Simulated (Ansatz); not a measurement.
# CH7NSn (SMILES C[NH][SnH3]): BHLYP/def2-SVP (core potential)

What is the vertical singlet–triplet gap of CH7NSn at BHLYP/def2-SVP (core potential)? 

Program for the calculation: Ansatz 0.2.0.

74 further runs of the same task are left out: 74 set aside as unsound or not needed.

**1. The molecule**

CH7NSn: 10 atoms, total charge 0, spin state singlet. SMILES: `C[NH][SnH3]`. The coordinates come from a PBE0-D4/def2-TZVP relaxation.

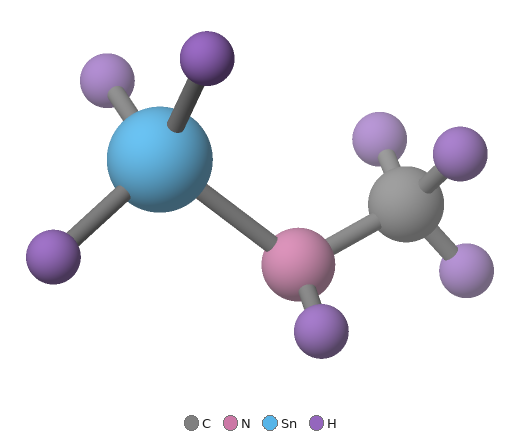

Viewed from a chosen angle; carbon grey, nitrogen pink, tin blue, hydrogen purple.

**2. A single-point energy at BHLYP/def2-SVP (core potential)**

File job.yaml:

```yaml
crystal:
  periodic: [false, false, false]
  atoms:
    - {symbol: C, position_ang: [-0.898400, 0.758000, -0.879200]}
    - {symbol: N, position_ang: [-0.343000, -0.532900, -0.516500]}
    - {symbol: Sn, position_ang: [0.897300, -0.629400, 1.085100]}
    - {symbol: H, position_ang: [-1.664200, 0.637600, -1.652700]}
    - {symbol: H, position_ang: [-1.396800, 1.201100, -0.011700]}
    - {symbol: H, position_ang: [-0.168200, 1.494600, -1.247500]}
    - {symbol: H, position_ang: [0.037300, -1.004000, -1.326200]}
    - {symbol: H, position_ang: [1.451700, -2.239000, 1.169900]}
    - {symbol: H, position_ang: [-0.052600, -0.195500, 2.433700]}
    - {symbol: H, position_ang: [2.220200, 0.458400, 0.948000]}
basis:
  gaussian:
    orbitals: def2-SVP
hamiltonian:
  xc: {name: BHLYP}
accuracy: high
output: {orbitals: {seedname: orbitals}}
```

Launch:

```bash
$ ansatz run job.yaml --threads 1 --pin off --max-ram 3480MiB --events-out events.jsonl --progress --plain --runs-dir runs
```

Log:

```text
Warning: RAYON_NUM_THREADS=1 ignored (pool sized by the plan → 1); use --threads N
Functional definition: BHLYP
  name "BHLYP"
  parameter a = 0.5
  exchange = (1 - a)*b88_x + a*exact_x
  correlation = lyp_c
2266 factors; integrals over basis functions are off by at most 3.0e-9 eV
mean field evaluation 1: about -8461.2442 eV, gradient 4.3e1 eV
mean field evaluation 2: about -8458.9609 eV, gradient 5.3e1 eV
mean field evaluation 4: about -8465.4613 eV, gradient 1.9e0 eV
mean field evaluation 8: about -8465.8158 eV, gradient 4.6e-2 eV
mean field evaluation 16: about -8465.8159 eV, gradient 3.5e-5 eV
mean field -8465.81587850 eV, -311.1129951988 hartree, gradient 3.7e-8 eV, S^2 0.000000; 0 other end points of the search recorded, 0 dependent functions left out
reference -8465.81590931 eV, -311.1129963311 hartree; 21, 21 occupied and 68, 68 virtual orbitals, 2266 factors
Total energy: -8465.81590931 eV, -311.1129963311 hartree
```

It took 8.7 s on 1 thread of Arm Neoverse V2, shared host; peak memory 0.32 GiB.

**3. The triplet, same level**

File input.yaml:

```yaml
crystal:
  periodic: [false, false, false]
  atoms:
    - {symbol: C, position_ang: [-0.898400, 0.758000, -0.879200]}
    - {symbol: N, position_ang: [-0.343000, -0.532900, -0.516500]}
    - {symbol: Sn, position_ang: [0.897300, -0.629400, 1.085100]}
    - {symbol: H, position_ang: [-1.664200, 0.637600, -1.652700]}
    - {symbol: H, position_ang: [-1.396800, 1.201100, -0.011700]}
    - {symbol: H, position_ang: [-0.168200, 1.494600, -1.247500]}
    - {symbol: H, position_ang: [0.037300, -1.004000, -1.326200]}
    - {symbol: H, position_ang: [1.451700, -2.239000, 1.169900]}
    - {symbol: H, position_ang: [-0.052600, -0.195500, 2.433700]}
    - {symbol: H, position_ang: [2.220200, 0.458400, 0.948000]}
basis:
  gaussian: {orbitals: def2-SVP}
magnetization: {spin_polarized: true, initial_magnetization: 2}
hamiltonian: {xc: {name: BHLYP}}
accuracy: high
output: {orbitals: {seedname: orbitals}}
```

Launch:

```bash
$ ansatz run input.yaml --threads 1 --pin off --max-ram 3480MiB --events-out events.jsonl --progress --plain --runs-dir runs
```

Log:

```text
Warning: RAYON_NUM_THREADS=1 ignored (pool sized by the plan → 1); use --threads N
[... 5 set-up lines as earlier in the session ...]
2266 factors; integrals over basis functions are off by at most 3.0e-9 eV
mean field evaluation 1: about -8457.3796 eV, gradient 2.4e1 eV
mean field evaluation 2: about -8457.3661 eV, gradient 2.6e1 eV
mean field evaluation 4: about -8460.7906 eV, gradient 2.2e0 eV
mean field evaluation 8: about -8460.9146 eV, gradient 2.5e-1 eV
mean field evaluation 16: about -8460.9178 eV, gradient 2.5e-3 eV
mean field evaluation 32: about -8460.9178 eV, gradient 1.5e-7 eV
mean field -8460.91778819 eV, -310.9329936998 hartree, gradient 4.6e-8 eV, S^2 2.007870; 0 other end points of the search recorded, 0 dependent functions left out
reference -8460.91781842 eV, -310.9329948110 hartree; 22, 20 occupied and 67, 69 virtual orbitals, 2266 factors
Total energy: -8460.91781842 eV, -310.9329948110 hartree
```

Run time: 16 s. Hardware: 1 thread of Arm Neoverse V2, shared host; peak memory 0.46 GiB.

**4. Results**

At BHLYP/def2-SVP (core potential):

| quantity | value |
| --- | --- |
| singlet: total energy | -311.11300 Eh |
| singlet: HOMO energy | -7.63 eV |
| singlet: LUMO energy | 1.14 eV |
| singlet: HOMO–LUMO gap | 8.77 eV |
| triplet: total energy | -310.93299 Eh |
| triplet: HOMO energy (highest over α and β) | -2.36 eV |
| triplet: ⟨S²⟩ | 2.008 |
| vertical energy of the triplet above the singlet | 4.898 eV |

What this shows: At this shape the triplet lies 4.90 eV (113 kcal/mol) above the singlet.
